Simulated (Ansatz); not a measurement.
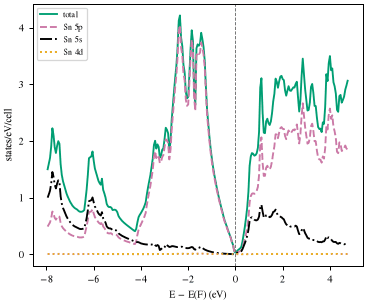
Figure: Total and projected density of states of Sn in space group I4/mmm (No. 139; Sn on 8h), r²SCAN (plane waves, PAW; program Ansatz)

### Question
Which orbitals carry the states next to the Fermi level?

### Answer
Within 0.5 eV of the Fermi level: Sn 5p 79 %, Sn 5s 19 %. Projections are on Löwdin-orthogonalised atomic valence shells; empty p or d shells of many metals are not among them.

### Question
Where is the tallest occupied peak in this window, and what makes it?

### Answer
Near -2.3 eV, about 4.2 states/eV per cell; the largest projected share is Sn 5p.

This is a known high-pressure phase of the composition, computed here at zero pressure and temperature. Symmetry was held in the r²SCAN relaxation; its stability against distortions is not shown here. The volume moved by 40 % from the start of the relaxation. Spin–orbit coupling is left out wherever it is not named.

Potentials: the earlier of the program's two PAW sets.
